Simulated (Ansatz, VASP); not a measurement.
**BaZnTeSe: VASP beside Ansatz**

One calculation is typed for both programs; each brings its own data sets and cutoff. How far apart do they land? The cell is invented: As first built, before any earlier steps moved the atoms: it takes the ZnCdTeSe structure with some of its atoms replaced by other elements, volume scaled by an estimate. It may not be a known or stable phase. The cell is a member of a volume series, scaled by 0.96 from a relaxed one, so a pressure remains.

Program: Ansatz 0.2.0. Level of theory: plane waves, with VASP 6.6.1 beside it; single point at PBEsol. Results are calculated unless marked as measured.

## (1) The structure

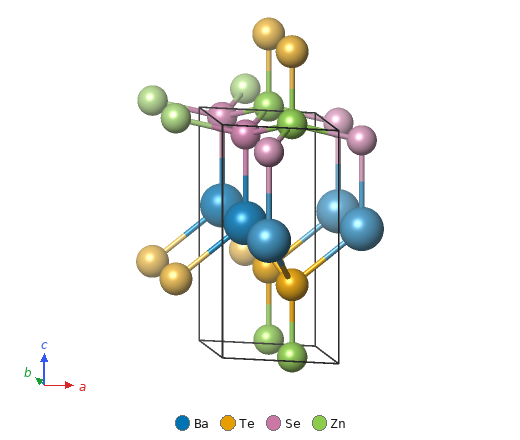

Start, viewed slightly off an axis; barium blue, tellurium orange, selenium pink, zinc green. 1×2×1 cells are drawn. Some periodic images of atoms are drawn too.

## (2) VASP: single point, PBEsol

With cell and atoms fixed, the geometry can't cause a difference; cores, projectors, grids and the points listed under the comparison can.

Lines of VASP's logs that name or quote its potential files are left out, and so is its time.

File INCAR:

```
SYSTEM = BaZnTeSe
PREC = Accurate
ENCUT = 400
EDIFF = 1E-06
NELM = 100
ISMEAR = 0
SIGMA = 0.05
LREAL = .FALSE.
ALGO = Normal
GGA = PS
NBANDS = 23
LORBIT = 11
LWAVE = .FALSE.
LCHARG = .FALSE.
KPAR = 2
ISIF = 2
```

File POSCAR:

```
BaZnTeSe
1.0
    4.3286493279      0.0000000000      0.0000000000
   -2.1643246640      3.7487202829      0.0000000000
    0.0000000000      0.0000000000      8.3023823864
Ba Te Se Zn
1 1 1 1
Direct
    0.3333333330      0.6666666670      0.5361659259
    0.6666666670      0.3333333330      0.3050272947
    0.3333333330      0.6666666670      0.9161285621
    0.6666666670      0.3333333330      0.9946772173
```

File KPOINTS:

```
Automatic mesh
0
Gamma
6 6 3
0 0 0
```

PAW data sets: Ba_sv, Te, Se and Zn (PBE family, release 64).

Started as:

```
mpirun -np 2 vasp_std
```

Numbers of over 12 decimals in the logs are rounded to 6 here.

Log:

```text
[banner, memory and clock lines left out]
running    2 mpi-ranks, on    1 nodes
 distrk:  each k-point on    1 cores,    2 groups
 distr:  one band on    1 cores,    1 groups

 POSCAR found type information on POSCAR BaTeSeZn
 POSCAR found :  4 types and       4 ions
|                                                                             |
|               ----> ADVICE to this user running VASP <----                  |
|                                                                             |
|     You enforced a specific xc type in the INCAR file but a different       |
|     [... a line on the potential file left out ...]
|     I HOPE YOU KNOW WHAT YOU ARE DOING!                                     |
|                                                                             |

 LDA part: xc-table for (Slater+PW92), standard interpolation
 POSCAR, INCAR and KPOINTS ok, starting setup
 FFT: planning ... GRIDC
 FFT: planning ... GRID_SOFT
 FFT: planning ... GRID
 WAVECAR not read
 entering main loop
       N       E                     dE             d eps       ncg     rms          rms(c)
DAV:   1     0.209734997331E+03    0.20973E+03   -0.12571E+04   782   0.113E+03
DAV:   2     0.486926901270E+01   -0.20487E+03   -0.19591E+03   903   0.262E+02
DAV:   3    -0.145096588557E+02   -0.19379E+02   -0.19262E+02  1142   0.876E+01
DAV:   4    -0.151282474936E+02   -0.61859E+00   -0.61781E+00  1177   0.131E+01
DAV:   5    -0.151378675722E+02   -0.96201E-02   -0.96195E-02  1037   0.137E+00    0.671E+00
DAV:   6    -0.141943163878E+02    0.94355E+00   -0.20432E+00  1137   0.327E+01    0.444E+00
DAV:   7    -0.140477068153E+02    0.14661E+00   -0.12023E+00   992   0.644E+00    0.200E+00
DAV:   8    -0.140417935961E+02    0.59132E-02   -0.10232E-01  1006   0.196E+00    0.943E-01
DAV:   9    -0.140424085299E+02   -0.61493E-03   -0.15107E-02   999   0.726E-01    0.506E-01
DAV:  10    -0.140429684633E+02   -0.55993E-03   -0.37888E-03   887   0.324E-01    0.154E-01
DAV:  11    -0.140432625140E+02   -0.29405E-03   -0.50630E-04   985   0.127E-01    0.623E-02
DAV:  12    -0.140434191278E+02   -0.15661E-03   -0.21885E-04   932   0.894E-02    0.248E-02
DAV:  13    -0.140434663605E+02   -0.47233E-04   -0.78100E-05   936   0.473E-02    0.115E-02
DAV:  14    -0.140434701556E+02   -0.37951E-05   -0.10422E-05   996   0.188E-02    0.690E-03
DAV:  15    -0.140434709221E+02   -0.76652E-06   -0.13610E-06   741   0.837E-03
   1 F= -.14043471E+02 E0= -.14042913E+02  d E =-.111499E-02
```

From OUTCAR (step 2):

```text
ion  position               nearest neighbor table
   1  0.333  0.667  0.536-   2 3.15   2 3.15   2 3.15   3 3.15
   2  0.667  0.333  0.305-   4 2.58   1 3.15   1 3.15   1 3.15
   3  0.333  0.667  0.916-   4 2.58   4 2.58   4 2.58   1 3.15
   4  0.667  0.333  0.995-   2 2.58   3 2.58   3 2.58   3 2.58

  LATTYP: Found a hexagonal cell.
 ALAT       =     4.3286493279
 C/A-ratio  =     1.9180076180

 Subroutine GETGRP returns: Found  6 space group operations
 (whereof  6 operations were pure point group operations)

The static configuration has the point symmetry C_3v.

 Found     17 irreducible k-points:

   k-points           NKPTS =     17   k-points in BZ     NKDIM =     17   number of bands    NBANDS=     23

   dimension x,y,z NGX =    28 NGY =   28 NGZ =   54
   dimension x,y,z NGXF=    56 NGYF=   56 NGZF=  108

   ENCUT  =  400.0 eV  29.40 Ry    5.42 a.u.   7.06  7.06 13.54*2*pi/ulx,y,z

   NELECT =      34.0000    total number of electrons

 k-points in reciprocal lattice and weights: Automatic mesh
   0.00000000  0.00000000  0.00000000       0.009
   0.16666667  0.00000000  0.00000000       0.056
   0.33333333  0.00000000  0.00000000       0.056
   0.50000000  0.00000000  0.00000000       0.028
   0.16666667  0.16666667  0.00000000       0.056
   0.33333333  0.16666667  0.00000000       0.111
   0.33333333  0.33333333  0.00000000       0.019
   0.00000000  0.00000000  0.33333333       0.019
   0.16666667  0.00000000  0.33333333       0.056
[...]
-0.16666667  0.50000000  0.33333333       0.111
   0.33333333  0.33333333  0.33333333       0.037

 average (electrostatic) potential at core
       1 -37.1387       2 -90.5340       3 -55.3933       4 -36.7323

 E-fermi :   2.0300

 k-point     1 :       0.0000    0.0000    0.0000
  band No.  band energies     occupation
    ...
     14       0.9526      2.00000
     15       1.0419      2.00000
     16       1.9039      1.99964
     17       1.9039      1.99964
     18       2.0195      1.23350
     19       5.0667      0.00000
     20       5.5510      0.00000
     21       5.5510      0.00000
     22       6.2654      0.00000
     23       7.0869      0.00000

 k-point     2 :       0.1667    0.0000    0.0000
  band No.  band energies     occupation
    ...
     13      -0.1624      2.00000
     14       0.6922      2.00000
     15       1.1044      2.00000
     16       1.2789      2.00000
     17       1.8827      1.99997
     18       3.2316      0.00000
     19       4.6786      0.00000
     20       5.2933      0.00000
     21       5.7062      0.00000
     22       6.6020      0.00000
    ...

 k-point     3 :       0.3333    0.0000    0.0000
  band No.  band energies     occupation
    ...
     13      -0.3584      2.00000
     14       0.2509      2.00000
     15       0.4708      2.00000
     16       1.0864      2.00000
     17       1.7642      2.00000
     18       3.6837      0.00000
     19       4.4445      0.00000
     20       4.8337      0.00000
     21       6.5661      0.00000
     22       6.6648      0.00000
    ...

  Total        1.0650263      1.0650263      1.7929622     -0.0000000      0.0000000     -0.0000000
  in kB       12.6658034     12.6658034     21.3227663     -0.0000000      0.0000000     -0.0000000
  external PRESSURE =      15.5514577 kB  Pullay stress =       0.0000000 kB

  energy-cutoff  :      400.00
  volume of cell :      134.72
      direct lattice vectors                 reciprocal lattice vectors
     4.328649328  0.000000000  0.000000000     0.231018945  0.133378850  0.000000000
    -2.164324664  3.748720283  0.000000000     0.000000000  0.266757700  0.000000000
     0.000000000  0.000000000  8.302382386     0.000000000  0.000000000  0.120447355

 POSITION                                       TOTAL-FORCE (eV/Angst)
 -----------------------------------------------------------------------------------
     -0.00000      2.49915      4.45145        -0.000000     -0.000000      0.181915
      2.16432      1.24957      2.53245        -0.000000     -0.000000     -0.107904
     -0.00000      2.49915      7.60605        -0.000000     -0.000000      0.016412
      2.16432      1.24957      8.25819         0.000000      0.000000     -0.090422
 -----------------------------------------------------------------------------------
    total drift:                                0.000007     -0.000004     -0.002411

  FREE ENERGIE OF THE ION-ELECTRON SYSTEM (eV)
  ---------------------------------------------------
  free  energy   TOTEN  =       -14.0434709221 eV

  energy  without entropy=      -14.0423559334  energy(sigma->0) =      -14.04291343

 total charge
# of ion       s       p       d       tot
------------------------------------------
    1        2.031   5.565   0.449   8.045
    2        1.353   2.142   0.015   3.510
    3        1.446   2.356   0.016   3.819
    4        0.521   0.365   9.772  10.659
--------------------------------------------------
tot          5.352  10.428  10.252  26.032

[... 3 further parts left out ...]
```

The run ends at a pressure of 1.56 GPa, with forces up to 0.18 eV/Å.

## (3) Ansatz: single point, PBEsol

Ansatz runs on its default PAW (the set named soft_2) files.

The same cell, functional, mesh and smearing now go to Ansatz, which takes its cutoff from its data sets.

File input.yaml:

```yaml
crystal:
  lattice:
    - [4.3286493279, 0.0, 0.0]
    - [-2.164324664, 3.7487202829, 0.0]
    - [0.0, 0.0, 8.3023823864]
  atoms:
    - { symbol: Ba, position: [0.333333333, 0.666666667, 0.5361659259] }
    - { symbol: Te, position: [0.666666667, 0.333333333, 0.3050272947] }
    - { symbol: Se, position: [0.333333333, 0.666666667, 0.9161285621] }
    - { symbol: Zn, position: [0.666666667, 0.333333333, 0.9946772173] }
hamiltonian:
  xc: pbesol
  pseudopotentials: { kind: paw }
kpoints:
  mp_grid: { grid: [6, 6, 3] }
scf:
  occupations: { method: gaussian, width: 0.05 }
  n_extra_bands: 5
output:
  forces: true
  stress: true
  eigenvalues: true
```

Started as:

```
ansatz run input.yaml --threads 2 --pin off --max-ram 4608MiB --backend cpu --events-out ev --progress --plain --runs-dir out
```

Log:

```text
scf.n_extra_bands = 5 over 27 filled bands (N_el = 54.0): the run solves 32 bands
Engine: ansatz 0.2.0, aarch64-unknown-linux-gnu
Pseudopotentials: kind: paw
Pseudopotential: Ba, paw, valence charge 10, recommended cutoff 420 eV (normal), Ba.paw.azcp
Pseudopotential: Te, paw, valence charge 16, recommended cutoff 420 eV (normal), Te.paw.azcp
Pseudopotential: Se, paw, valence charge 16, recommended cutoff 420 eV (normal), Se.paw.azcp
Pseudopotential: Zn, paw, valence charge 12, recommended cutoff 420 eV (normal), Zn.paw.azcp
Functional definition: PBEsol
  exchange = pbesol_x
  correlation = pbesol_c
Crystal: 4 atoms, lattice volume = 134.722 Å³
Basis set: ecut = 420 eV, 2649 PW (Γ), exchange–correlation on 60×60×120 points (8 copies of the dense FFT grid, shifted against one another)
Bands: 32, of which v1, the nominal top of the filled ones, is band 27 counted from 1 (26 counted from 0)
Symmetry: 6 space group operations
Space group: P3m1 (ITA 156), of the structure as read, at distance tolerance 5.1e-5 Å
k-points: 17 of 108 (time reversal used)
Non-local potential: Ba, projectors of the file, l = 0: 3, l = 1: 2, l = 2: 2, l = 3: 2
Non-local potential: Te, projectors of the file, l = 0: 2, l = 1: 2, l = 2: 2, l = 3: 2
Non-local potential: Se, projectors of the file, l = 0: 2, l = 1: 2, l = 2: 3, l = 3: 1
Non-local potential: Zn, projectors of the file, l = 0: 2, l = 1: 2, l = 2: 3, l = 3: 1
PAW form: soft (Blöchl's): semilocal exchange-correlation on the pseudo side does not see the compensation charge
PAW frozen core: Ba, regenerated for the run's functional, and the local potential with it (the file was generated under x = pbe(κ = 0.804, μ = 0.219515), c = pbe(β = 0.066725))
PAW frozen core: Te, regenerated for the run's functional, and the local potential with it (the file was generated under x = pbe(κ = 0.804, μ = 0.219515), c = pbe(β = 0.066725))
PAW frozen core: Se, regenerated for the run's functional, and the local potential with it (the file was generated under x = pbe(κ = 0.804, μ = 0.219515), c = pbe(β = 0.066725))
PAW frozen core: Zn, regenerated for the run's functional, and the local potential with it (the file was generated under x = pbe(κ = 0.804, μ = 0.219515), c = pbe(β = 0.066725))
PAW one-centre angular grid: Ba, 194 points (default); XC on 64 Gauss nodes
PAW one-centre angular grid: Te, 590 points (default); XC on 64 Gauss nodes
PAW one-centre angular grid: Se, 590 points (default); XC on 64 Gauss nodes
PAW one-centre angular grid: Zn, 590 points (default); XC on 64 Gauss nodes
Initial density: superposition of atomic densities (neutral atoms: chi_scale 0, normalization atom), corrected by the library's trained network
Initial wavefunctions: pseudopotential atomic-orbital guess
Functional: x = pbesol(κ = 0.804, μ = 0.123457), c = pbesol(β = 0.046)
SCF iter   1: F=—  HF=-21472.282091 eV  |F-HF|=—  |Δ(HF+E_count)|=         —  Δρ=3.01e-3  dr2=2.24e-2  ethr=1.77e-3  ⟨swp⟩=9.1  Hψ=2808  notcnv=0
preconditioner: auto → Resta (q_TF=auto, 2.343 Å⁻¹)  ε∞=4.5  [insulator: Δε(μ)=0.142 eV  Ē_g=9.645 eV  σ=0.050 eV  W_gap=0.93  n_scr=36 (ndim 8)  ℏωp=18.1 eV  f_vac=0.111  D(μ)=0.16/eV (n_scr^D=0)  ε∞_Penn≈4.5]
SCF iter   2: F=—  HF=-21472.276995 eV  |F-HF|=—  |Δ(HF+E_count)|=   5.10e-3  Δρ=1.31e-3  dr2=5.11e-3  ethr=4.14e-5  ⟨swp⟩=2.0  Hψ=1011  notcnv=0  defer=16
preconditioner: auto → LDOS  [insulator: Δε(μ)=0.090 eV  Ē_g=9.680 eV  σ=0.050 eV  W_gap=0.70  n_scr=36 (ndim 8)  ℏωp=18.1 eV  f_vac=0.109  D(μ)=0.52/eV (n_scr^D=2)  ε∞_Penn≈4.5  β→1.0]
SCF iter   3: F=—  HF=-21472.278051 eV  |F-HF|=—  |Δ(HF+E_count)|=   1.06e-3  Δρ=1.71e-3  dr2=2.52e-3  ethr=9.46e-6  ⟨swp⟩=2.9  Hψ=1026  notcnv=0  defer=16
SCF iter   4: F=—  HF=-21472.276797 eV  |F-HF|=—  |Δ(HF+E_count)|=   1.25e-3  Δρ=4.12e-4  dr2=2.80e-4  ethr=4.66e-6  ⟨swp⟩=2.0  Hψ=691  notcnv=0  defer=16
SCF iter   5: F=—  HF=-21472.276752 eV  |F-HF|=—  |Δ(HF+E_count)|=   4.56e-5  Δρ=1.20e-4  dr2=6.95e-5  ethr=5.18e-7  ⟨swp⟩=2.0  Hψ=859  notcnv=0  defer=16
SCF iter   6: F=—  HF=-21472.276756 eV  |F-HF|=—  |Δ(HF+E_count)|=   4.12e-6  Δρ=4.36e-5  dr2=4.53e-6  ethr=1.29e-7  ⟨swp⟩=2.1  Hψ=647  notcnv=0  defer=16
SCF iter   7: F=—  HF=-21472.276756 eV  |F-HF|=—  |Δ(HF+E_count)|=   6.17e-7  Δρ=1.44e-5  dr2=5.54e-7  ethr=8.39e-9  ⟨swp⟩=2.1  Hψ=951  notcnv=0  defer=16
SCF iter   8: F=-21472.276756 eV  HF=-21472.276756 eV  |F-HF|=1.73e-8  |Δ(HF+E_count)|=   1.22e-8  Δρ=3.54e-6  dr2=2.10e-8  ethr=1.85e-10  ⟨swp⟩=10.8  Hψ=3235  notcnv=0
SCF 1 converged in 8 iterations: F = -21472.276756 eV  dr2 = 2.10e-8
  greatest PAW one-centre occupation: 1.000 electrons in one spin orbital (limit 2), on the Se atom at site 2 (counted from 0), in its partial waves of l = 2
SCF converged after 8 iterations
Free energy (F): -21472.276756 eV
Harris-Foulkes:  -21472.276756 eV  (|F-HF|=1.73e-8)
Internal energy: -21472.275726 eV  (E = F + TS)
E sigma→0 (E₀):  -21472.276241 eV
Entropy (-TS):   -0.001030 eV (-0.258 meV/atom)
Fermi energy:    6.418371 eV
--- Per-component energies (eV) ---
  E_band       = -734.555545
  E_kinetic    = 601.933247
  E_local      = -7143.199667  (includes V_loc(G=0)·N_el)
  E_nonlocal   = -224.778322
  E_hartree    = 3510.738392
  E_xc         = -529.625094
  E_vxc        = -390.954192  (∫ρ·V_xc dr)
  E_paw        = -13386.065471  (= ΣΔE_a)
  E_vpaw       = -599.032280  (= ΣTr[D̂ρ^β])
  E_aug_tail   = -0.001160  (compensation charges beyond the density's cutoff)
  E_ewald      = -4303.609705
  E_core_change = 2.332054  (= ΣΔE_core)
  E_smearing   = -0.001030  (= −TS)
  E_closure    = -0.000000  (closes the sum)
  Σ components = -21472.276756   (vs F -21472.276756, Δ=0.00e0)
--- Forces (eV/Å), atoms counted from 1 ---
  atom   1  Ba     0.00000000     0.00000000     0.11337971
  atom   2  Te    -0.00000000    -0.00000000    -0.00673344
  atom   3  Se    -0.00000000    -0.00000000    -0.03735798
  atom   4  Zn     0.00000000     0.00000000    -0.06905113
  max |Σ_I F_I| component: 2.37e-4 eV/Å
--- Stress (GPa, compression-positive) ---
        0.994806      -0.000000       0.000000
       -0.000000       0.994806      -0.000000
        0.000000       0.000000       1.644453
  P = ⅓ Tr σ = 1.2114 GPa (12.114 kbar)
--- Band table (eV; the first three rows and the last of 17) ---
  k-point 0: bands = [... 23 lower, 5.3407, 5.4450, 6.2954, 6.2954, 6.4152, 9.3904, 9.9744, 9.9744, ... 1 higher]
  k-point 1: bands = [... 23 lower, 5.3028, 5.3028, 6.3600, 6.3600, 6.9789, 8.5762, 9.9584, 9.9584, ... 1 higher]
  k-point 2: bands = [... 23 lower, 5.0811, 5.5036, 5.6811, 6.2730, 7.6220, 9.0698, 9.6852, 10.1172, ... 1 higher]
  k-point 16: bands = [... 23 lower, 4.3945, 4.8929, 5.0356, 6.1280, 8.5800, 8.7237, 10.2077, 10.8140, ... 1 higher]
```

It took 5.3 s on 2 threads of Arm Neoverse V1, shared host; peak memory 0.42 GiB; 10 s of CPU time.

Reading the cycles: dr2 is the Hartree energy of the density residual (eV), the measure of convergence; HF is the Harris–Foulkes estimate of the energy, which meets the free energy F at convergence.

The run ends at a pressure of 1.21 GPa, with forces up to 0.11 eV/Å.

## (4) Comparison

Known differences besides the PAW data sets themselves: the data sets hold 54 valence electrons in Ansatz (default PAW (the set named soft_2) files) and 34 in VASP; the cutoff is 420 eV in Ansatz and 400 eV in VASP; Ansatz makes its cores anew for this functional, VASP keeps those of its PBE data sets; VASP leaves aspherical gradient terms in its spheres out (LASPH is not set), Ansatz keeps them. Total energies have different zeros and are not compared.

Compared:

```tsv
quantity	Ansatz	VASP	difference
pressure (GPa)	1.21	1.56	-0.34
```

Forces (eV/Å; atoms numbered as in POSCAR):

```tsv
atom	Ansatz x, y, z	VASP x, y, z
Ba1	0.000, 0.000, 0.113	0.000, 0.000, 0.182
Te2	0.000, 0.000, -0.007	0.000, 0.000, -0.108
Se3	0.000, 0.000, -0.037	0.000, 0.000, 0.016
Zn4	0.000, 0.000, -0.069	0.000, 0.000, -0.090
```

The forces differ by 39 meV/Å r.m.s., which is 58.6 % of the r.m.s. force of 0.07 eV/Å (both taken over all components).

## (5) Looking for the cause

The difference is large enough to ask for its cause, so further runs change the set-up of one program at a time, as the table lists.

```tsv
run	r.m.s. force difference (meV/Å)
as above	39
cores kept as stored, as VASP does, whose cores stay as stored	38
Ansatz's larger PAW set (cutoff 800 eV)	39
norm-conserving potentials (cutoff 1170 eV)	42
```

(Continued in part 2 of 2.)

[Lines on the potential files, build, host, timing and source positions are cut from VASP's logs without a mark.]

[Logs are printed without paths, hosts, clocks, repeated set-up lines and the standing remarks that a program may print on its own settings, such as how far it seeks lower states.]

[Hosts, paths, dates, database ids (printed as entryN), source tags and the programs' standing remarks are cut or masked in the printed files.]
